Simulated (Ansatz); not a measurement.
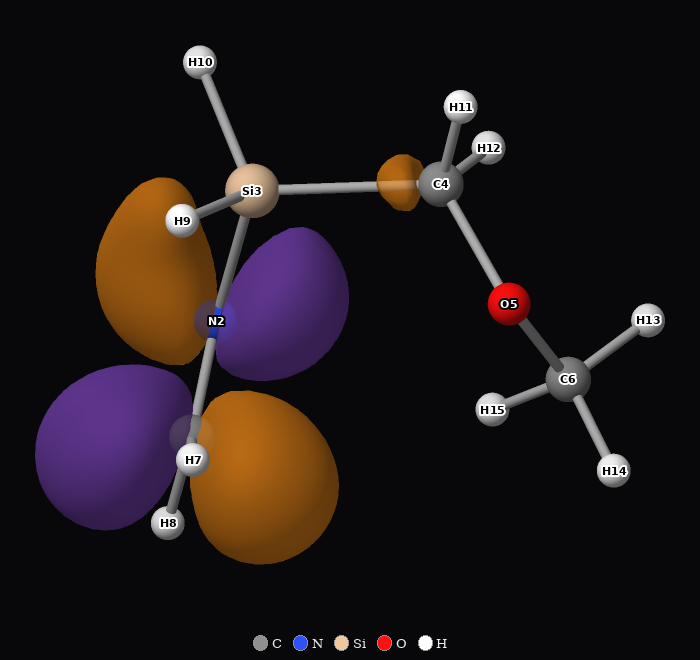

Figure 1: C3H9NOSi (SMILES C=N[SiH2]COC). The LUMO at ±0.15 Å⁻³ᐟ² (orange and purple are the two phases), seen at a tilt.

Not at a stationary point (largest force 2.0 eV/Å).

These are results of SCF PBE0, Gaussian basis in Ansatz 0.2.0, not measurements.

The calculation's input:

```
crystal:
  periodic: [false, false, false]
  atoms:
    - { symbol: C, position_ang: [1.7184, -0.9215, -1.1963] }
    - { symbol: "N", position_ang: [1.0008, -1.5125, -0.3048] }
    - { symbol: Si, position_ang: [0.8644, -0.6875, 1.2283] }
    - { symbol: C, position_ang: [-0.6712, 0.3954, 1.1664] }
    - { symbol: O, position_ang: [-0.7624, 1.3933, 0.1289] }
    - { symbol: C, position_ang: [-1.5503, 0.96, -0.9746] }
    - { symbol: H, position_ang: [2.236, 0.0473, -1.0632] }
    - { symbol: H, position_ang: [1.8421, -1.397, -2.1836] }
    - { symbol: H, position_ang: [2.0967, 0.117, 1.432] }
    - { symbol: H, position_ang: [0.7597, -1.7049, 2.3023] }
    - { symbol: H, position_ang: [-0.6955, 0.952, 2.11] }
    - { symbol: H, position_ang: [-1.57, -0.2334, 1.163] }
    - { symbol: H, position_ang: [-2.587, 0.8041, -0.6609] }
    - { symbol: H, position_ang: [-1.5335, 1.745, -1.7354] }
    - { symbol: H, position_ang: [-1.1482, 0.0427, -1.412] }
basis:
  gaussian:
    orbitals: def2-SVPD
hamiltonian:
  xc: pbe0
output:
  orbitals: {}
  forces: true
```

Launched as:

```sh
python energy.py
```

> What is the character of this orbital?

Its weight (Hirshfeld) is mainly on C1 (about 40 %), N2 (about 30 %) and Si3 (about 10 %); π-antibonding (π*) across C1–N2. Its energy is −1.17 eV.
